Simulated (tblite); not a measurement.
**Geometry relaxation, with input and output: C$_{2}$H$_{4}$BrGaS (part 1 of 3)**

The run: geometry relaxation of C$_{2}$H$_{4}$BrGaS, multiplicity 3. Method and program: IPEA1-xTB, U-SCC, GBSA solvent chcl3 (tblite 0.8.0).

The geometry: force field.

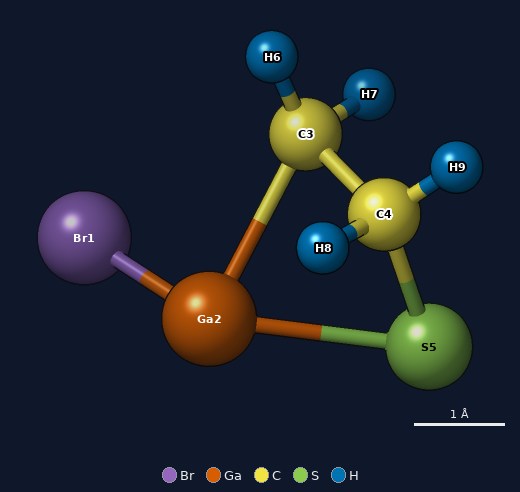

The starting structure (ball-and-stick view, seen at a tilt; atoms are numbered from 1 in the order of the input). Sticks mark near contacts. Bond lengths as drawn: Br–Ga 2.01 Å, C–C 1.54 Å, C–Ga 2.31 Å, C–H 1.04 to 1.16 Å, C–S 1.82 Å and Ga–S 2.46 Å.

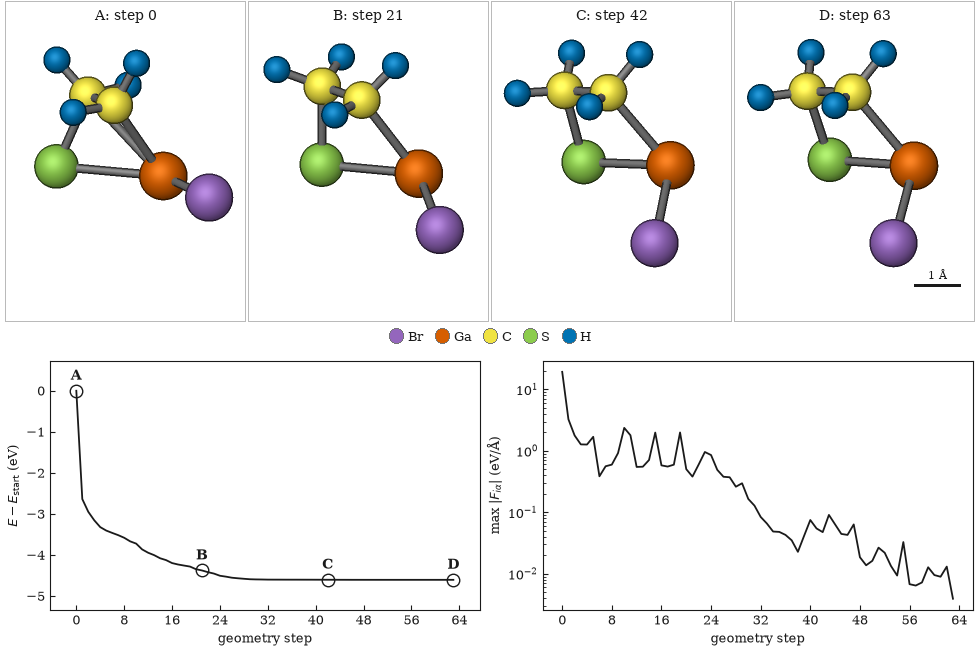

Frames of the relaxation (ball-and-stick view, seen at an oblique angle) above the curves, on which the letters mark them (steps are counted from 0).

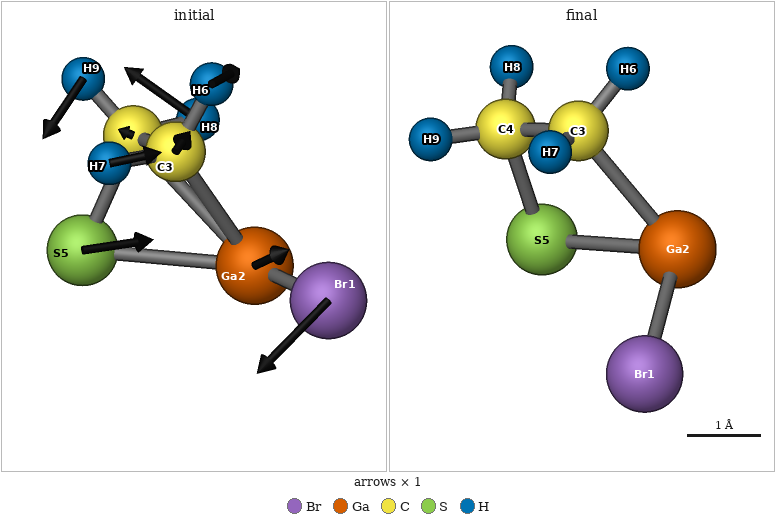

Before (left) and after (right) the relaxation, at one scale (ball-and-stick view, seen at an oblique angle). The black arrows give the displacements, at true length. Br1 moves most after the best rigid fit: 1.46 Å. Largest moves by element: Br 1.46 Å, H 1.25 Å, S 1.04 Å, Ga 0.68 Å, C 0.45 Å. Distances before and after: Ga2–C4 2.439 → 2.915 Å, Br1–Ga2 2.007 → 2.399 Å, Ga2–S5 2.464 → 2.343 Å, Ga2–C3 2.315 → 2.202 Å. Among the angles that change: Br1–Ga2–S5 137.2° → 107.6°, Ga2–C3–C4 75.6° → 102.7°, Ga2–C3–H7 128.4° → 105.8°. The energy falls by 4.605 eV in 63 geometry steps. The largest force component goes from 19 to 0.0039 eV/Å. (Atoms are counted from 1 in the order of the input.)

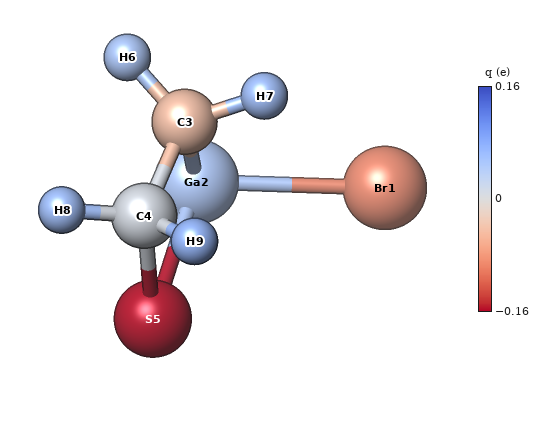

Mulliken charges, as the colour of each atom (ball-and-stick view, seen at a tilt; atoms are numbered from 1 in the order of the input). By element: Br −0.10, Ga +0.05, C −0.04 to +0.01, S −0.16 and H +0.05 to +0.07 e.

These pictures come from the run below.

### The input (calc.py)
```python
import json
import numpy as np
from tblite.interface import Calculator
from tblite.interface import symbols_to_numbers
from scipy.optimize import minimize

symbols = list(map(str, np.loadtxt("start.xyz", skiprows=2, usecols=0, dtype=str, ndmin=1)))
numbers = np.array(symbols_to_numbers(symbols))
positions = np.loadtxt("start.xyz", skiprows=2, usecols=(1, 2, 3), ndmin=2) / 0.529177210903

xtb = Calculator("IPEA1-xTB", numbers, positions, charge=0, uhf=2)
xtb.set("verbosity", 0)
xtb.add("spin-polarization", 1.0)
xtb.add("gbsa-solvation", "chcl3")
last, frames, energies, grads = [None], [], [], []

def fun(x):
    xtb.update(x.reshape(-1, 3))
    last[0] = xtb.singlepoint(last[0])
    return float(last[0].get('energy')), last[0].get('gradient').ravel()

def show(x):
    e, g = fun(x)
    frames.append(x.reshape(-1, 3).tolist())
    energies.append(e)
    grads.append(g.reshape(-1, 3).tolist())
    print(f"{len(energies) - 1:4d} {e:16.9f} {np.abs(g).max():12.3e} {np.linalg.norm(g):12.3e}")

print("step      energy/Eh       max grad     grad norm")
show(positions.ravel())
opt = minimize(fun, positions.ravel(), jac=True, method="L-BFGS-B", callback=show, options={"gtol": 0.0001, "maxiter": 200})
print("converged:", opt.success, "-", opt.message)
fun(opt.x)
wfn = last[0]
final = opt.x.reshape(-1, 3)
print("final geometry (angstrom)")
for s, p in zip(symbols, final * 0.529177210903):
    print(f"{s:<2} {p[0]:12.6f} {p[1]:12.6f} {p[2]:12.6f}")
print(f"Energy: {wfn.get('energy'):.8f} Eh")
eps = np.atleast_2d(wfn.get("orbital-energies")) * 27.211386
occ = np.atleast_2d(wfn.get("orbital-occupations"))
filled = occ.sum(axis=0) if eps.shape[0] == 1 else occ[0]
homo = np.nonzero(filled > 0.5)[0].max()
print("  MO   occupation   energy/eV")
for i in range(max(0, homo - 4), min(eps.shape[1], homo + 5)):
    print(f"{i + 1:4d} {filled[i]:10.4f} {eps[0, i]:12.4f}")
mu = wfn.get("dipole") * 2.541746
print(f"Dipole moment: {np.linalg.norm(mu):.4f} D, components " + " ".join(f"{c:.4f}" for c in mu))
q = wfn.get("charges")
print("Charges:", " ".join(f"{s}{i + 1}={c:+.4f}" for i, (s, c) in enumerate(zip(symbols, q))))
out = {k: np.asarray(wfn.get(k)).tolist() for k in ("energy", "gradient", "charges", "dipole", "orbital-energies", "orbital-occupations")}
out.update(symbols=symbols, positions=(positions * 0.529177210903).tolist(), final=final.tolist(), frames=frames, step_energies=energies, grads=grads, success=bool(opt.success))
json.dump(out, open("results.json", "w"))
```

### File start.xyz
```
9

Br    -2.624000     0.356200     1.285100
Ga    -1.654000     0.387000    -0.471600
C      0.224800    -0.171000     0.760400
C      0.714300    -0.151800    -0.698700
S      0.344700     1.478500    -1.413100
H      0.372500    -1.180500     1.187300
H      0.930500     0.529500     1.349400
H      0.062300    -0.888000    -1.249900
H      1.717500    -0.406200    -0.766000
```

Command:
```bash
python calc.py
```

### What the program printed
```
step      energy/Eh       max grad     grad norm
   0    -15.997795734    3.748e-01    6.182e-01
   1    -16.094732226    6.344e-02    1.192e-01
   2    -16.106134863    3.458e-02    6.366e-02
   3    -16.113739119    2.476e-02    5.255e-02
   4    -16.119847732    2.462e-02    6.574e-02
   5    -16.122930447    3.289e-02    5.743e-02
   6    -16.125031498    7.496e-03    2.235e-02
   7    -16.127028260    1.092e-02    2.211e-02
   8    -16.129377915    1.161e-02    3.064e-02
   9    -16.132580522    1.787e-02    3.604e-02
  10    -16.134595949    4.597e-02    7.383e-02
  11    -16.139801968    3.485e-02    5.914e-02
  12    -16.142761603    1.064e-02    2.533e-02
  13    -16.144920128    1.074e-02    2.611e-02
  14    -16.147706804    1.380e-02    3.159e-02
  15    -16.149372067    3.855e-02    6.009e-02
  16    -16.152019064    1.129e-02    2.447e-02
  17    -16.153293100    1.079e-02    2.040e-02
  18    -16.154240576    1.158e-02    2.204e-02
  19    -16.155148879    3.872e-02    6.114e-02
  20    -16.157518981    9.796e-03    2.265e-02
  21    -16.158635861    7.403e-03    1.952e-02
  22    -16.160165140    1.165e-02    2.482e-02
  23    -16.161427464    1.863e-02    3.793e-02
  24    -16.163367186    1.661e-02    2.769e-02
  25    -16.164160603    9.548e-03    2.413e-02
  26    -16.165122962    7.365e-03    1.813e-02
  27    -16.165634479    7.228e-03    1.655e-02
  28    -16.166074827    5.076e-03    1.265e-02
  29    -16.166490322    5.771e-03    1.291e-02
  30    -16.166645501    3.209e-03    7.773e-03
  31    -16.166716627    2.497e-03    6.091e-03
  32    -16.166824684    1.635e-03    3.459e-03
  33    -16.166841135    1.279e-03    2.609e-03
  34    -16.166851987    9.472e-04    2.023e-03
  35    -16.166871426    9.340e-04    2.526e-03
  36    -16.166877739    8.347e-04    1.699e-03
  37    -16.166881276    6.811e-04    1.243e-03
  38    -16.166889733    4.428e-04    1.264e-03
  39    -16.166898850    8.067e-04    1.875e-03
  40    -16.166914217    1.458e-03    2.983e-03
  41    -16.166928891    1.063e-03    2.951e-03
  42    -16.166942820    9.262e-04    2.144e-03
  43    -16.166962906    1.764e-03    3.666e-03
  44    -16.166974802    1.235e-03    2.761e-03
  45    -16.166983961    8.657e-04    1.914e-03
  46    -16.166998310    8.349e-04    1.231e-03
  47    -16.167000971    1.236e-03    2.650e-03
  48    -16.167005507    3.618e-04    8.945e-04
  49    -16.167007643    2.675e-04    5.922e-04
  50    -16.167009068    3.163e-04    6.420e-04
  51    -16.167010338    5.180e-04    1.239e-03
  52    -16.167011723    4.273e-04    7.157e-04
  53    -16.167012488    2.612e-04    5.127e-04
  54    -16.167013481    1.823e-04    5.046e-04
  55    -16.167013614    6.387e-04    1.289e-03
  56    -16.167014518    1.318e-04    3.646e-04
  57    -16.167014702    1.252e-04    2.555e-04
  58    -16.167014978    1.406e-04    3.248e-04
  59    -16.167015393    2.484e-04    4.923e-04
  60    -16.167015908    1.855e-04    4.170e-04
  61    -16.167016311    1.742e-04    3.367e-04
  62    -16.167016496    2.548e-04    4.142e-04
  63    -16.167016623    7.643e-05    1.657e-04
converged: True - CONVERGENCE: NORM OF PROJECTED GRADIENT <= PGTOL
final geometry (angstrom)
Br    -2.262244     1.778804     1.656755
Ga    -1.882266     0.077714     0.009096
C      0.164313    -0.594299     0.467903
C      0.939343    -0.101402    -0.698696
S     -0.345842     0.924362    -1.544427
H      0.032042    -1.675522     0.505000
H      0.418044    -0.139085     1.423824
H      1.261229    -0.874699    -1.390429
H      1.763982     0.557828    -0.446126
Energy: -16.16701662 Eh
  MO   occupation   energy/eV
  11     1.0000     -12.2461
  12     1.0000     -12.1901
  13     1.0000     -11.5059
  14     1.0000     -10.7893
  15     1.0000      -9.4777
  16     0.0000      -5.5016
  17     0.0000      -5.1989
  18     0.0000      -3.9136
  19     0.0000      -3.3795
Dipole moment: 4.9116 D, components 2.6167 -4.1456 -0.3018
Charges: Br1=-0.0985 Ga2=+0.0537 C3=-0.0432 C4=+0.0084 S5=-0.1552 H6=+0.0508 H7=+0.0603 H8=+0.0583 H9=+0.0656
```

### Trajectory as extended XYZ (Å, eV, eV/Å), 64 frames, from step=0 to step=63
```
9
Properties=species:S:1:pos:R:3:forces:R:3 step=0 energy=-435.32220
Br   -2.6240    0.3562    1.2851  -10.5453  -0.0310  19.2717
Ga   -1.6540    0.3870   -0.4716   10.5189   0.8669 -19.2162
C     0.2248   -0.1710    0.7604    3.9218   0.4170  -0.3850
C     0.7143   -0.1518   -0.6987   -3.6838  -0.9674   0.8905
S     0.3447    1.4785   -1.4131   -0.8916   0.2753   0.3861
H     0.3725   -1.1805    1.1873   -0.9455   0.5126  -0.1011
H     0.9305    0.5295    1.3494   -2.1546  -0.8643  -0.7388
H     0.0623   -0.8880   -1.2499    1.3012   0.2812   0.1489
H     1.7175   -0.4062   -0.7660    2.4789  -0.4902  -0.2560
9
Properties=species:S:1:pos:R:3:forces:R:3 step=1 energy=-437.95997
Br   -2.7995    0.3557    1.6059    0.8040   0.1398  -1.2783
Ga   -1.4789    0.4014   -0.7915   -3.0635  -0.3419   2.1554
C     0.2901   -0.1641    0.7540    0.4067  -0.9707  -0.2355
C     0.6530   -0.1679   -0.6839    3.2623  -0.5021   0.6659
S     0.3299    1.4831   -1.4067    1.0707   1.4991  -0.6458
H     0.3568   -1.1720    1.1856   -0.6025   0.3022   0.0028
H     0.8946    0.5151    1.3371   -0.3752   0.5940   0.2767
H     0.0840   -0.8833   -1.2474   -0.1383  -1.1072  -0.6920
H     1.7588   -0.4144   -0.7703   -1.3641   0.3869  -0.2492
9
Properties=species:S:1:pos:R:3:forces:R:3 step=2 energy=-438.27026
Br   -2.7896    0.3575    1.5902    0.7314   0.1448  -1.1810
Ga   -1.5184    0.3970   -0.7643   -1.6120   0.0532   1.7784
C     0.2956   -0.1767    0.7509    0.6801   0.0246  -0.2340
C     0.6954   -0.1745   -0.6752   -0.2653  -0.3719  -0.3877
S     0.3438    1.5027   -1.4151    0.3008   0.2344   0.0410
H     0.3489   -1.1680    1.1857   -0.5749  -0.2060   0.2096
H     0.8896    0.5228    1.3407   -0.6208   0.2566   0.1149
H     0.0822   -0.8978   -1.2564    0.6868  -0.1106   0.0510
H     1.7411   -0.4093   -0.7735    0.6740  -0.0250  -0.3921
9
Properties=species:S:1:pos:R:3:forces:R:3 step=3 energy=-438.47718
Br   -2.7702    0.3608    1.5584    0.5667   0.1611  -0.8902
Ga   -1.5642    0.3962   -0.7177   -0.6724   0.3632   1.2732
C     0.3089   -0.1809    0.7457    0.4883  -0.0299  -0.2351
C     0.7066   -0.1834   -0.6793   -0.7651   0.0806  -0.4441
S     0.3544    1.5138   -1.4174   -0.2779  -0.5048   0.4186
H     0.3359   -1.1704    1.1895   -0.5212  -0.1215   0.1678
H     0.8771    0.5304    1.3442   -0.5342   0.2097   0.0847
H     0.0937   -0.9050   -1.2588    0.6959  -0.0707   0.0460
H     1.7463   -0.4079   -0.7817    1.0198  -0.0878  -0.4209
9
Properties=species:S:1:pos:R:3:forces:R:3 step=4 energy=-438.64340
Br   -2.7195    0.3742    1.4787   -0.5363   0.1959   1.2662
Ga   -1.6544    0.4178   -0.6000    0.9908   0.4244  -1.1017
C     0.3417   -0.2074    0.7261    0.3207   1.2155   0.2553
C     0.7265   -0.1782   -0.6914   -0.2594  -0.9719  -0.8445
S     0.3481    1.4997   -1.3979   -0.7277  -0.4908   0.5432
H     0.2921   -1.1683    1.1984   -0.3311  -0.5647   0.2338
H     0.8392    0.5560    1.3552   -0.6807  -0.4530  -0.3843
H     0.1318   -0.9347   -1.2728    0.9181   0.4689   0.3318
H     1.7832   -0.4054   -0.8135    0.3056   0.1757  -0.2998
9
Properties=species:S:1:pos:R:3:forces:R:3 step=5 energy=-438.72729
Br   -2.7321    0.3786    1.5086   -0.0879   0.2151   0.3612
Ga   -1.6361    0.4257   -0.6252    0.3607   0.2807  -0.0548
C     0.3479   -0.1810    0.7326   -0.5091  -1.6914  -0.9113
C     0.7332   -0.2029   -0.7080   -0.2468   0.6512   0.7170
S     0.3343    1.4936   -1.3881   -0.4495  -0.4622   0.3457
H     0.2847   -1.1804    1.2033   -0.2668   0.7342  -0.2496
H     0.8242    0.5459    1.3464    0.1669   0.7772   0.4995
H     0.1503   -0.9264   -1.2671    0.1804  -0.5239  -0.3274
H     1.7821   -0.3997   -0.8196    0.8521   0.0191  -0.3802
9
Properties=species:S:1:pos:R:3:forces:R:3 step=6 energy=-438.78446
Br   -2.7349    0.3818    1.5170   -0.0005   0.2244   0.1904
Ga   -1.6293    0.4312   -0.6294    0.1074   0.1692   0.1667
C     0.3450   -0.1949    0.7242   -0.1274  -0.3854  -0.1665
C     0.7318   -0.1985   -0.7035    0.2392   0.0596   0.1801
S     0.3262    1.4860   -1.3818   -0.3223  -0.1841   0.2385
H     0.2797   -1.1744    1.2016   -0.2820   0.2032  -0.0747
H     0.8225    0.5527    1.3502   -0.2580   0.1128  -0.0276
H     0.1557   -0.9315   -1.2703    0.3028  -0.3448  -0.2155
H     1.7919   -0.3987   -0.8252    0.3409   0.1452  -0.2914
9
Properties=species:S:1:pos:R:3:forces:R:3 step=7 energy=-438.83880
Br   -2.7322    0.3931    1.5238   -0.0526   0.2490   0.2880
Ga   -1.6338    0.4475   -0.6160   -0.0449  -0.0599   0.1591
C     0.3514   -0.2074    0.7131   -0.0905   0.1989   0.1751
C     0.7438   -0.2031   -0.7064    0.5613  -0.2773  -0.0088
S     0.3063    1.4706   -1.3637   -0.0692   0.1724   0.0433
H     0.2573   -1.1706    1.2032   -0.2369  -0.0497  -0.0184
H     0.8012    0.5614    1.3513   -0.3620  -0.2149  -0.2865
H     0.1818   -0.9454   -1.2777    0.2950  -0.2737  -0.1696
H     1.8129   -0.3923   -0.8446   -0.0001   0.2552  -0.1821
9
Properties=species:S:1:pos:R:3:forces:R:3 step=8 energy=-438.90273
Br   -2.7296    0.4190    1.5442   -0.1259   0.2890   0.4121
Ga   -1.6438    0.4701   -0.5895   -0.2591  -0.4252   0.1894
C     0.3576   -0.2227    0.6978   -0.1262   0.4464   0.2510
C     0.7739   -0.2197   -0.7130    0.5969  -0.3372  -0.1380
S     0.2747    1.4519   -1.3341    0.3928   0.4225  -0.1925
H     0.2140   -1.1670    1.2056   -0.1748  -0.1701  -0.0381
H     0.7576    0.5708    1.3461   -0.3007  -0.4099  -0.4250
H     0.2341   -0.9739   -1.2930    0.2663  -0.1561  -0.0874
H     1.8502   -0.3748   -0.8812   -0.2693   0.3406   0.0285
9
Properties=species:S:1:pos:R:3:forces:R:3 step=9 energy=-438.98988
Br   -2.7343    0.4680    1.5923   -0.1385   0.3177   0.3838
Ga   -1.6598    0.4681   -0.5465   -0.1534  -0.5233   0.2418
C     0.3458   -0.2397    0.6750   -0.1234   0.5300  -0.0315
C     0.8075   -0.2350   -0.7252    0.9189  -0.3633  -0.1175
S     0.2629    1.4366   -1.3066    0.3398   0.3917  -0.3188
H     0.1556   -1.1626    1.2007   -0.1337  -0.3282  -0.0966
H     0.7021    0.5679    1.3244   -0.1394  -0.3345  -0.3154
H     0.3118   -1.0118   -1.3126    0.1354  -0.0315  -0.1189
H     1.8971   -0.3379   -0.9185   -0.7056   0.3415   0.3732
9
Properties=species:S:1:pos:R:3:forces:R:3 step=10 energy=-439.04472
Br   -2.7530    0.6399    1.7486   -0.0510   0.3668   0.1379
Ga   -1.6802    0.4301   -0.3910   -0.2852  -0.7155   0.3462
C     0.2934   -0.2737    0.5563   -0.5457  -0.1809   2.3640
C     0.9353   -0.2829   -0.7637   -0.5190  -0.1583  -0.4377
S     0.2225    1.3819   -1.2414    0.4503   0.1379  -0.7695
H    -0.0238   -1.1759    1.1699    0.6602   0.9464  -1.5369
H     0.5492    0.5588    1.2608    0.1144  -0.9977  -0.8586
H     0.5484   -1.1102   -1.3781    0.0428   0.4662  -0.0391
H     1.9968   -0.2145   -0.9784    0.1332   0.1350   0.7938
9
Properties=species:S:1:pos:R:3:forces:R:3 step=11 energy=-439.18638
Br   -2.7618    0.6609    1.7695    0.0541   0.3033  -0.1062
Ga   -1.6724    0.3924   -0.3799   -0.1252  -0.3066   0.3893
C     0.2612   -0.2806    0.5934    0.7192   0.9244  -1.7920
C     0.9269   -0.2784   -0.7666   -0.8958   0.0181   0.7086
S     0.2425    1.3877   -1.2668   -0.0818  -0.2163  -0.4229
H    -0.0092   -1.1560    1.1274   -0.1584  -1.2902   0.1610
H     0.5583    0.5311    1.2356    0.3259   0.2022   0.3829
H     0.5506   -1.1017   -1.3833   -0.0011   0.3400  -0.0953
H     1.9925   -0.2016   -0.9463    0.1631   0.0251   0.7747
```
